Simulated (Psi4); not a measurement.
Single-point calculation, with input and output: CuPH₄

- system: CuPH₄ (Cu(PH3)H), SMILES [H][Cu]<-[PH3]
- method: wB97X-D/aug-cc-pVTZ, RKS (Psi4 1.11)

The geometry comes from this level: GFN2-xTB.

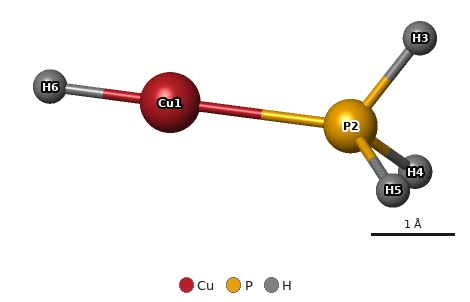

**Figure 1.** The structure as given in the input (ball-and-stick view, seen at a tilt; atoms are numbered from 1 in the order of the input). Sticks mark near contacts. Bond lengths as drawn: Cu–H 1.49 Å, Cu–P 2.23 Å and H–P 1.38 Å.

### Summary

| quantity | value |
| --- | --- |
| outcome | converged |
| total energy | −1984.374968 hartree |
| dispersion energy | −0.001534 hartree |
| basis functions | 235 |
| HOMO | −8.13 eV |
| LUMO | 0.45 eV |
| dipole moment | 5.71 D |
| hardware | 1 thread of Intel Xeon (Sapphire Rapids), 64 GiB of memory available, shared host |
| wall time | 88 s |
| peak memory | 1.8 GiB |

### Input file (job.inp)
```
memory 1.6 GB

molecule mol {
  0 1
  Cu     0.002430     0.011570    -1.604250
  P      0.002060     0.001380     0.629190
  H      0.764920    -0.902690     1.347910
  H     -1.158390    -0.223770     1.349940
  H      0.391290     1.101950     1.370540
  H     -0.002310     0.011560    -3.093330
  symmetry c1
}

set basis aug-cc-pVTZ
set puream true
set scf_type df
set dft_radial_points 99
set dft_spherical_points 590

e_tot = energy("wb97x-d")
print_variables()
```

Run as:
```bash
psi4 job.inp job.out -n 1
```

### The program's output
```
Psi4 1.11 release

   => Loading Basis Set <=

    Name: AUG-CC-PVTZ
    Role: ORBITAL
    Keyword: BASIS

   => WB97X-D: Empirical Dispersion <=

    Chai and Head-Gordon Dispersion Correction

        s6 =       1.000000

         ---------------------------------------------------------
                                   SCF
                              RKS Reference
                        1 Threads,   1525 MiB Core
         ---------------------------------------------------------

  ==> Geometry <==

    Molecular point group: c1
    Full point group: C1

    Geometry (in Angstrom), charge = 0, multiplicity = 1:

       Center              X                  Y                   Z               Mass
    ------------   -----------------  -----------------  -----------------  -----------------
         CU           0.000263251904     0.003832311380    -0.782439457338    62.929597720000
         P           -0.000106748096    -0.006357688620     1.451000542662    30.973761998420
         H            0.762753251904    -0.910427688620     2.169720542662     1.007825032230
         H           -1.160556748096    -0.231507688620     2.171750542662     1.007825032230
         H            0.389123251904     1.094212311380     2.192350542662     1.007825032230
         H           -0.004476748096     0.003822311380    -2.271519457338     1.007825032230

  Running in c1 symmetry.

  Rotational constants: A =      4.02136  B =      0.13445  C =      0.13445 [cm^-1]
  Rotational constants: A = 120557.28051  B =   4030.81628  C =   4030.79134 [MHz]
  Nuclear repulsion =  148.284566554973424

  Charge       = 0
  Multiplicity = 1
  Electrons    = 48
  Nalpha       = 24
  Nbeta        = 24

  ==> Algorithm <==

  SCF Algorithm Type is DF.
  DIIS enabled.
  MOM disabled.
  Fractional occupation disabled.
  Guess Type is SAD.
  Energy threshold   = 1.00e-06
  Density threshold  = 1.00e-06
  Integral threshold = 1.00e-12

  ==> Primary Basis <==

  Basis Set: AUG-CC-PVTZ
    Blend: AUG-CC-PVTZ
    Number of shells: 77
    Number of basis functions: 235
    Number of Cartesian functions: 278
    Spherical Harmonics?: true
    Max angular momentum: 4

  ==> DFT Potential <==

   => LibXC <=

    Version 7.1.2

   => Composite Functional: WB97X-D <=

    wB97X-D Hyb-GGA Exchange-Correlation Functional

    Deriv               =              1
    GGA                 =           TRUE
    Meta                =          FALSE

    Exchange Hybrid     =           TRUE
    MP2 Hybrid          =          FALSE

   => Exchange-Correlation Functionals <=

    1.0000   wB97X-D range-separated functional

   => Exact (HF) Exchange <=

    0.7780            HF,LR [omega = 0.2000]
    0.2220               HF

   => LibXC Density Thresholds  <==

    XC_HYB_GGA_XC_WB97X_D:  1.00E-14

   => Molecular Quadrature <=

    Radial Scheme          =       TREUTLER
    Pruning Scheme         =           NONE
    Nuclear Scheme         =       TREUTLER

    Blocking Scheme        =         OCTREE
    BS radius alpha        =              1
    Pruning alpha          =              1
    Radial Points          =             99
    Spherical Points       =            590
    Total Points           =         338695
    Total Blocks           =           2541
    Max Points             =            256
    Max Functions          =            235
    Weights Tolerance      =       1.00E-15

   => Loading Basis Set <=

    Name: (AUG-CC-PVTZ AUX)
    Role: JKFIT
    Keyword: DF_BASIS_SCF

  ==> Integral Setup <==

  DFHelper Memory: AOs need 0.741 GiB; user supplied 0.741 GiB.
  SCF_SUBTYPE=INCORE selected. In-core MEM_DF algorithm will be used.
  Using in-core AOs.

  ==> MemDFJK: Density-Fitted J/K Matrices <==

    J tasked:                   Yes
    K tasked:                   Yes
    wK tasked:                  Yes
    Omega:                2.000E-01
    Memory [MiB]:               758
    Algorithm:                 Core
    Schwarz Cutoff:           1E-12
    Mask sparsity (%):       1.5862
    Fitting Condition:        1E-10

   => Auxiliary Basis Set <=

  Basis Set: (AUG-CC-PVTZ AUX)
    Blend: AUG-CC-PVTZ-JKFIT + DEF2-UNIVERSAL-JKFIT
    Number of shells: 156
    Number of basis functions: 594
    Number of Cartesian functions: 777
    Spherical Harmonics?: true
    Max angular momentum: 6

  Cached 20.0% of DFT collocation blocks in 0.370 [GiB].

  Minimum eigenvalue in the overlap matrix is 7.7422925069E-05.
  Reciprocal condition number of the overlap matrix is 7.4903773364E-06.
    Using symmetric orthogonalization.

  ==> Pre-Iterations <==

  SCF Guess: Superposition of Atomic Densities via on-the-fly atomic UHF (no occupation information).

   -------------------------
    Irrep   Nso     Nmo
   -------------------------
     A        235     235
   -------------------------
    Total     235     235
   -------------------------

  ==> Iterations <==

                           Total Energy        Delta E     RMS |[F,P]|

   @DF-RKS iter SAD: -1981.73203341153817   -1.98173e+03   0.00000e+00
   @DF-RKS iter   1: -1980.73620796256864    9.95825e-01   2.03193e-02 ADIIS/DIIS
   @DF-RKS iter   2: -1936.84980339903723    4.38864e+01   3.95619e-02 ADIIS/DIIS
   @DF-RKS iter   3: -1983.51671271479563   -4.66669e+01   5.61182e-03 ADIIS/DIIS
   @DF-RKS iter   4: -1982.01473182241989    1.50198e+00   1.42596e-02 ADIIS/DIIS
   @DF-RKS iter   5: -1984.33612757791025   -2.32140e+00   1.47332e-03 ADIIS/DIIS
   @DF-RKS iter   6: -1984.37236976054123   -3.62422e-02   3.09230e-04 ADIIS/DIIS
   @DF-RKS iter   7: -1984.37464860375212   -2.27884e-03   1.16751e-04 ADIIS/DIIS
   @DF-RKS iter   8: -1984.37485931813967   -2.10714e-04   9.23970e-05 DIIS
   @DF-RKS iter   9: -1984.37494536705708   -8.60489e-05   3.61416e-05 DIIS
   @DF-RKS iter  10: -1984.37496723252889   -2.18655e-05   2.16796e-06 DIIS
   @DF-RKS iter  11: -1984.37496768775486   -4.55226e-07   1.24775e-06 DIIS
   @DF-RKS iter  12: -1984.37496775688419   -6.91293e-08   3.82840e-07 DIIS
  Energy and wave function converged.

  ==> Post-Iterations <==

   Electrons on quadrature grid:
      Ntotal   =   47.9999992950 ; deviation = -7.050e-07

    Orbital Energies [Eh]
    ---------------------

    Doubly Occupied:

       1A   -323.215653     2A    -77.292823     3A    -38.939644
       4A    -34.123010     5A    -34.119604     6A    -34.119593
       7A     -6.722611     8A     -4.869892     9A     -4.869890
      10A     -4.866171    11A     -4.396746    12A     -2.886962
      13A     -2.879229    14A     -2.879213    15A     -0.802752
      16A     -0.523188    17A     -0.522864    18A     -0.475513
      19A     -0.366661    20A     -0.363845    21A     -0.363828
      22A     -0.358526    23A     -0.358526    24A     -0.298647

    Virtual:

      25A      0.016597    26A      0.025387    27A      0.025457
      28A      0.040169    29A      0.040459    30A      0.040510
      31A      0.054161    32A      0.070145    33A      0.070181
      34A      0.091786    35A      0.096966    36A      0.097593
      37A      0.098389    38A      0.119892    39A      0.120112
      40A      0.128398    41A      0.151410    42A      0.176236
      43A      0.180580    44A      0.181270    45A      0.224118
      46A      0.224361    47A      0.243639    48A      0.243760
      49A      0.244519    50A      0.264413    51A      0.265155
      52A      0.265330    53A      0.291054    54A      0.304507
      55A      0.305310    56A      0.305562    57A      0.327744
      58A      0.327937    59A      0.339372    60A      0.346526
      61A      0.346572    62A      0.366373    63A      0.404009
      64A      0.427126    65A      0.451432    66A      0.451621
      67A      0.453527    68A      0.453603    69A      0.506474
      70A      0.506544    71A      0.512697    72A      0.546870
      73A      0.563250    74A      0.563449    75A      0.605888
      76A      0.606482    77A      0.630392    78A      0.654188
      79A      0.672126    80A      0.686194    81A      0.686436
      82A      0.697486    83A      0.697759    84A      0.736945
      85A      0.737389    86A      0.739080    87A      0.801715
      88A      0.838568    89A      0.839159    90A      0.869892
      91A      0.871490    92A      0.883447    93A      0.884173
      94A      0.904649    95A      0.905473    96A      0.922348
      97A      0.959312    98A      1.000815    99A      1.001762
     100A      1.032517   101A      1.033285   102A      1.090746
     103A      1.099281   104A      1.099430   105A      1.123991
     106A      1.124755   107A      1.145050   108A      1.145916
     109A      1.150525   110A      1.150862   111A      1.156199
     112A      1.179965   113A      1.254196   114A      1.296077
     115A      1.297417   116A      1.333306   117A      1.370898
     118A      1.406619   119A      1.407989   120A      1.468863
     121A      1.470080   122A      1.510593   123A      1.512984
     124A      1.513839   125A      1.580040   126A      1.601302
     127A      1.606498   128A      1.618180   129A      1.623784
     130A      1.625307   131A      1.697815   132A      1.698523
     133A      1.773531   134A      1.790990   135A      1.792097
     136A      1.872079   137A      1.937014   138A      1.937433
     139A      1.984934   140A      2.020661   141A      2.020868
     142A      2.062904   143A      2.111901   144A      2.224188
     145A      2.224517   146A      2.301688   147A      2.301783
     148A      2.329444   149A      2.329865   150A      2.368622
     151A      2.425064   152A      2.425486   153A      2.685551
     154A      2.685871   155A      2.713585   156A      2.841528
     157A      2.919356   158A      3.197561   159A      3.347994
     160A      3.348746   161A      3.380850   162A      3.668883
     163A      3.694704   164A      3.695001   165A      3.771338
     166A      3.772359   167A      3.828713   168A      3.828839
     169A      3.894656   170A      3.895002   171A      3.978360
     172A      3.996975   173A      4.085933   174A      4.142876
     175A      4.144175   176A      4.202058   177A      4.202391
     178A      4.227246   179A      4.227497   180A      4.268184
     181A      4.269671   182A      4.368409   183A      4.369367
     184A      4.403464   185A      4.495319   186A      4.496369
     187A      4.497432   188A      4.516341   189A      4.540525
     190A      4.540637   191A      4.543397   192A      4.596427
     193A      4.663253   194A      4.665696   195A      4.673195
     196A      4.674913   197A      4.741908   198A      4.953141
     199A      5.000735   200A      5.001313   201A      5.159069
     202A      5.159982   203A      5.469325   204A      5.752907
     205A      6.201857   206A      6.201861   207A      6.202001
     208A      6.203161   209A      6.231796   210A      6.231881
     211A      6.525688   212A      6.525785   213A      7.011548
     214A      8.079506   215A      8.079638   216A      8.284834
     217A      8.285241   218A      8.762858   219A      9.621616
     220A     14.178580   221A     14.179431   222A     14.244443
     223A     14.244552   224A     14.388609   225A     14.388653
     226A     14.503218   227A     16.645661   228A     16.646024
     229A     16.646938   230A     16.646965   231A     16.657385
     232A     16.657429   233A     16.781948   234A     16.781975
     235A     17.041838

    Final Occupation by Irrep:
              A
    DOCC [    24 ]
    NA   [    24 ]
    NB   [    24 ]

  @DF-RKS Final Energy: -1984.37496775688419

   => Energetics <=

    Nuclear Repulsion Energy =            148.2845665549734235
    One-Electron Energy =               -3057.3944120854857829
    Two-Electron Energy =                 992.6985829371863019
    DFT Exchange-Correlation Energy =     -67.9621715869758845
    Empirical Dispersion Energy =          -0.0015335765821290
    VV10 Nonlocal Energy =                  0.0000000000000000
    Total Energy =                      -1984.3749677568841889

Computation Completed

Properties will be evaluated at   0.000000,   0.000000,   0.000000 [a0]

Properties computed using the SCF density matrix

 Multipole Moments:

 ------------------------------------------------------------------------------------
     Multipole            Electronic (a.u.)      Nuclear  (a.u.)        Total (a.u.)
 ------------------------------------------------------------------------------------

 L = 1.  Multiply by 2.5417464519 to convert [e a0] to [Debye]
 Dipole X            :          0.0165389           -0.0134622            0.0030766
 Dipole Y            :          0.0473779           -0.0531562           -0.0057783
 Dipole Z            :         -4.0578558            6.3051960            2.2473402
 Magnitude           :                                                    2.2473497

 ------------------------------------------------------------------------------------

	total time  =         87 seconds =       1.45 minutes

  Variable Map:
  ----------------------------------------------------------------------------
  "CURRENT ENERGY"                       =>   -1984.374967756884
  "CURRENT REFERENCE ENERGY"             =>   -1984.374967756884
  "DD SOLVATION ENERGY"                  =>       0.000000000000
  "DFT FUNCTIONAL TOTAL ENERGY"          =>   -1984.373434180302
  "DFT TOTAL ENERGY"                     =>   -1984.374967756884
  "DFT VV10 ENERGY"                      =>       0.000000000000
  "DFT XC ENERGY"                        =>     -67.962171586976
  "DISPERSION CORRECTION ENERGY"         =>      -0.001533576582
  "GRID ELECTRONS ALPHA"                 =>      23.999999647520
  "GRID ELECTRONS BETA"                  =>      23.999999647520
  "GRID ELECTRONS TOTAL"                 =>      47.999999295040
  "NUCLEAR REPULSION ENERGY"             =>     148.284566554973
  "ONE-ELECTRON ENERGY"                  =>   -3057.394412085486
  "PCM POLARIZATION ENERGY"              =>       0.000000000000
  "PE ENERGY"                            =>       0.000000000000
  "SCF ITERATION ENERGY"                 =>   -1984.374967756884
  "SCF ITERATIONS"                       =>      12.000000000000
  "SCF TOTAL ENERGY"                     =>   -1984.374967756884
  "TWO-ELECTRON ENERGY"                  =>     992.698582937186
  "WB97X-D DISPERSION CORRECTION ENERGY" =>      -0.001533576582
  "XC GRID RADIAL POINTS"                =>      99.000000000000
  "XC GRID SPHERICAL POINTS"             =>     590.000000000000
  "XC GRID TOTAL POINTS"                 =>  338695.000000000000

  Array Variable Map:
  ----------------------------------------------------------------------------
  "CURRENT DIPOLE"                       =>       0.003076638624 ... 2.247340214690 1 by 3
  "SCF DIPOLE"                           =>       0.003076638624 ... 2.247340214690 1 by 3
  "SCF TOTAL ENERGIES"                   =>   -1981.732033411538 ... -1984.374967756884 1 by 13

    Psi4 run time: 0:01:26.36
```

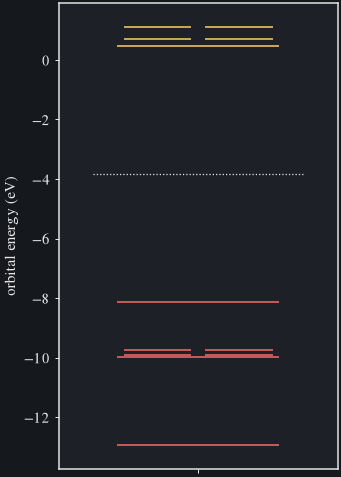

**Figure 2.** Orbital energies near the frontier; the dotted line parts filled from empty levels, and levels within 0.02 eV of each other stand side by side. Highest filled −8.13 eV, lowest empty 0.45 eV, 8.58 eV apart.
